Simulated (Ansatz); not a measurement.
# HF/def2-SVPD run of AlClF2 (SMILES [F][Al]([F])[Cl])

What is the energy change on altering one bond length of AlClF2 at HF/def2-SVPD? 

The results are computed with Ansatz 0.2.0.

46 further runs of the same task are left out: 46 set aside as unsound or not needed.

## (1) The system as given

AlClF2 has 4 atoms, charge 0, and is taken as a singlet. SMILES: `[F][Al]([F])[Cl]`. The coordinates come from a PBE0-D4/def2-TZVP relaxation.

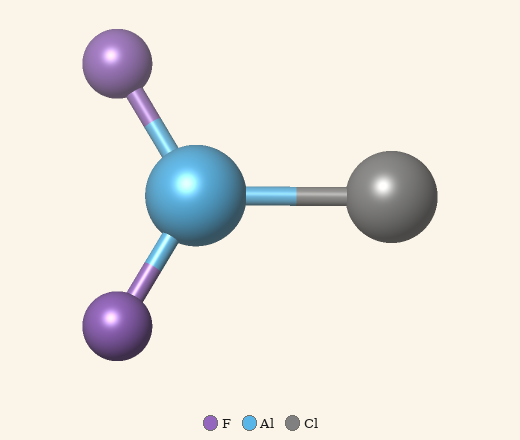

Viewed from a chosen angle; fluorine purple, aluminium blue, chlorine grey.

## (2) A single-point energy at HF/def2-SVPD

run.yaml

```yaml
crystal:
  periodic: [false, false, false]
  atoms:
    - {symbol: F, position_ang: [0.997200, 0.721760, 1.149640]}
    - {symbol: Al, position_ang: [0.069280, -0.050750, 0.053570]}
    - {symbol: F, position_ang: [0.273490, -1.653820, -0.164660]}
    - {symbol: Cl, position_ang: [-1.339980, 0.982810, -1.038560]}
basis:
  gaussian: {orbitals: def2-SVPD}
hamiltonian: {xc: hf}
accuracy: high
output: {orbitals: {seedname: orbitals}}
```

Started as:

```
$ ansatz run run.yaml --threads 1 --pin off --max-ram 3480MiB --events-out events.jsonl --progress --plain --runs-dir runs
```

What it wrote:

```text
Warning: RAYON_NUM_THREADS=1 ignored (pool sized by the plan → 1); use --threads N
Functional definition: HF
  name "HF"
  exchange = exact_x
  correlation = 0
1804 factors; integrals over basis functions are off by at most 3.3e-9 eV
mean field evaluation 1: about -24491.9279 eV, gradient 4.0e1 eV
mean field evaluation 2: about -24491.9718 eV, gradient 4.0e1 eV
mean field evaluation 4: about -24494.6945 eV, gradient 1.6e0 eV
mean field evaluation 8: about -24494.7155 eV, gradient 1.3e-1 eV
mean field evaluation 16: about -24494.7156 eV, gradient 3.2e-8 eV
mean field -24494.71558985 eV, -900.1641948124 hartree, gradient 3.2e-8 eV, S^2 0.000000; 0 other end points of the search recorded, 0 dependent functions left out
reference -24494.71558985 eV, -900.1641948124 hartree; 24, 24 occupied and 73, 73 virtual orbitals, 1804 factors
Total energy: -24494.71558985 eV, -900.1641948124 hartree
```

Wall time 2 s (1 thread of Arm Neoverse V2, shared host); peak memory 0.26 GiB.

## (3) The distorted shape at the same level

in.yaml

```yaml
crystal:
  periodic: [false, false, false]
  atoms:
    - {symbol: F, position_ang: [1.136386, 0.837635, 1.314049]}
    - {symbol: Al, position_ang: [0.069280, -0.050750, 0.053570]}
    - {symbol: F, position_ang: [0.273490, -1.653820, -0.164660]}
    - {symbol: Cl, position_ang: [-1.339980, 0.982810, -1.038560]}
basis:
  gaussian: {orbitals: def2-SVPD}
magnetization: {spin_polarized: false}
hamiltonian: {xc: hf}
accuracy: high
output: {orbitals: {seedname: orbitals}}
```

Started as:

```
$ ansatz run in.yaml --threads 1 --pin off --max-ram 3480MiB --events-out events.jsonl --progress --plain --runs-dir runs
```

What it wrote:

```text
Warning: RAYON_NUM_THREADS=1 ignored (pool sized by the plan → 1); use --threads N
[... 4 set-up lines as earlier in the session ...]
1799 factors; integrals over basis functions are off by at most 3.6e-9 eV
mean field evaluation 1: about -24490.9569 eV, gradient 4.1e1 eV
mean field evaluation 2: about -24490.9958 eV, gradient 4.1e1 eV
mean field evaluation 4: about -24494.0402 eV, gradient 1.8e0 eV
mean field evaluation 8: about -24494.0648 eV, gradient 2.5e-4 eV
mean field -24494.06475267 eV, -900.1402769874 hartree, gradient 3.2e-8 eV, S^2 0.000000; 0 other end points of the search recorded, 0 dependent functions left out
reference -24494.06475267 eV, -900.1402769874 hartree; 24, 24 occupied and 73, 73 virtual orbitals, 1799 factors
Total energy: -24494.06475267 eV, -900.1402769874 hartree
```

Wall time 2 s (1 thread of Arm Neoverse V2, shared host); peak memory 0.25 GiB.

## (4) Outcome

Level: HF/def2-SVPD.

```
                                                          quantity          value
                                         first shape: total energy  -900.16419 Eh
                                          first shape: HOMO energy      -13.49 eV
                                          first shape: LUMO energy        0.69 eV
                                        first shape: HOMO–LUMO gap       14.18 eV
                                     distorted shape: total energy  -900.14028 Eh
                                      distorted shape: HOMO energy      -13.76 eV
                                      distorted shape: LUMO energy        0.48 eV
                                    distorted shape: HOMO–LUMO gap       14.24 eV
energy change with the F1–Al2 bond stretched from 1.631 to 1.875 Å       0.651 eV
```

In words: With the F1–Al2 bond stretched from 1.631 to 1.875 Å the energy rises by 0.65 eV (62.8 kJ/mol). The first shape isn't relaxed at this level, so the change isn't measured from a minimum.
